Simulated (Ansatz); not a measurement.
KN2 (SMILES N#[N+][K]) (charge +1)

| atom | x (Å) | y (Å) | z (Å) |
| --- | --- | --- | --- |
| K | 0.0000 | 0.0000 | -2.5428 |
| N | 0.0000 | 0.0000 | 1.8164 |
| N | 0.0000 | 0.0000 | 0.7263 |

Geometry: B3LYP-D4/def2-TZVP.

Computed with isolated molecule in a Gaussian basis; Kohn-Sham density functional theory, functional PBE0 (Ansatz).

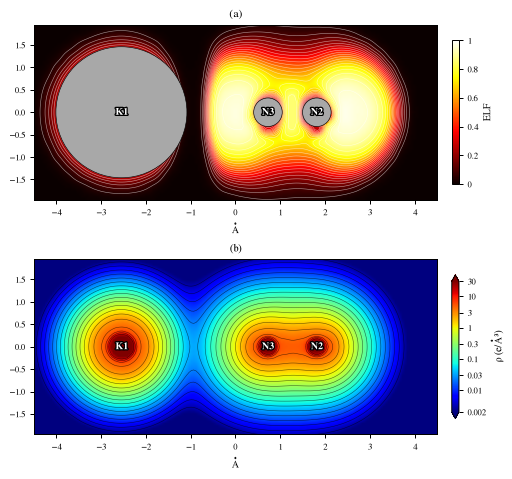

Figure 1. (a) ELF; (b) electron density on a plane that holds the molecular axis. Grey discs cover the atomic cores in the ELF map.

> Describe what can be read from this map.

- Atoms in the plane: K and N.
- N–N (1.09 Å): ρ at the midpoint is about 4.8 e/Å³; the ELF peaks at about 0.85 between the atoms (a multiple bond).
- K–N (3.27 Å): ρ is about 0.03 e/Å³ halfway; the ELF is about 0 at the midpoint: a closed-shell, largely ionic contact.
- The ELF also peaks beside N2, away from the bonds: lone-pair regions.

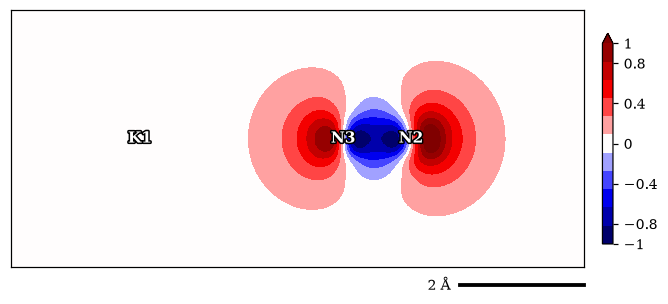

Figure 2. One frontier orbital on a plane that holds the molecular axis (values in Å⁻³ᐟ²; the overall sign is arbitrary).

> Which orbital is it: HOMO or LUMO?

The HOMO, at −16.20 eV. Its weight (Hirshfeld) is mainly on N2 (about 60 %) and N3 (about 40 %); it is of σ type.
